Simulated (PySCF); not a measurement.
System: C₇H₁₃ClOSi (SMILES CC/C(C)=C(\C=O)C[SiH2]Cl).

The calculation's input:

```
{"job": {"kind": "nmr", "xc": "PBE0", "basis": "pcSseg-1"}, "charge": 0, "multiplicity": 1}
C      2.661992    -0.607019     0.869532
C      2.038684    -0.590185    -0.530948
C      0.794412     0.246534    -0.521809
C      0.978215     1.697391    -0.819910
C     -0.437992    -0.221856    -0.202550
C     -0.699959    -1.598021     0.117848
O     -1.800059    -1.995352     0.464296
C     -1.643438     0.661027    -0.138701
Si    -3.218274    -0.221034     0.500366
Cl    -4.513163     1.405498     0.538668
H      3.587412    -1.177127     0.863030
H      2.881630     0.405249     1.200818
H      1.977033    -1.060500     1.582350
H      1.834807    -1.612724    -0.848023
H      2.755603    -0.162247    -1.234383
H      2.023587     1.944871    -0.981426
H      0.591713     2.309643    -0.005013
H      0.411350     1.969524    -1.711107
H      0.124687    -2.318892     0.051180
H     -1.840591     1.077870    -1.130205
H     -1.431827     1.522072     0.500352
H     -3.193730    -0.570557     1.915312
H     -3.886843    -1.077178    -0.469595
```

Command:

```sh
OMP_NUM_THREADS=1 python probes_run.py task.json out
```

Geometry: GFN2-xTB.

Theory: PySCF, PBE0/pcSseg-1, SCF density, gas phase, non-relativistic.

Q: What will maps of the electron density and electron localisation function show?

A: C–O (1.22 Å): ρ is about 3.2 e/Å³ halfway; the ELF peaks at about 0.85 between the atoms: a multiple bond.
C–C (1.36 Å): the density is about 2.2 e/Å³ at the midpoint; the ELF peaks at about 0.95 between the atoms: localised, covalent bonding.
C–Si (1.91 Å): ρ at the midpoint is about 0.91 e/Å³; the ELF peaks at about 0.95 between the atoms (a covalent bond).
Si–Cl (2.08 Å): ρ is about 0.86 e/Å³ halfway; the ELF peaks at about 0.90 between the atoms (a shared but strongly polarised pair).

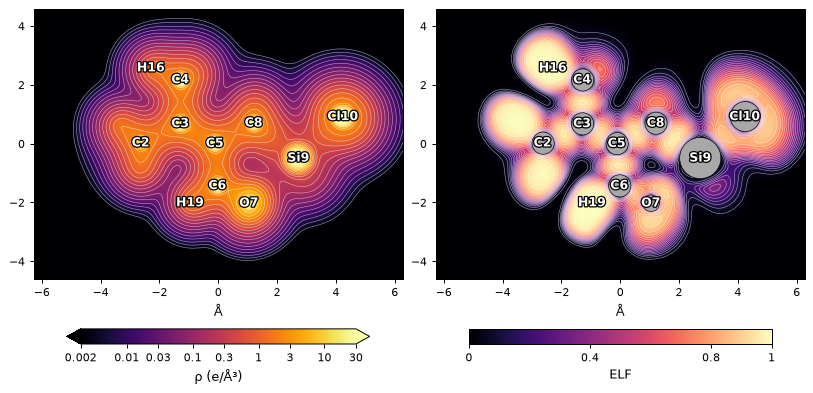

Computed electron density and electron localisation function on the plane of atoms C5, C6 and H19, in this order. Grey discs cover the atomic cores in the ELF map. 
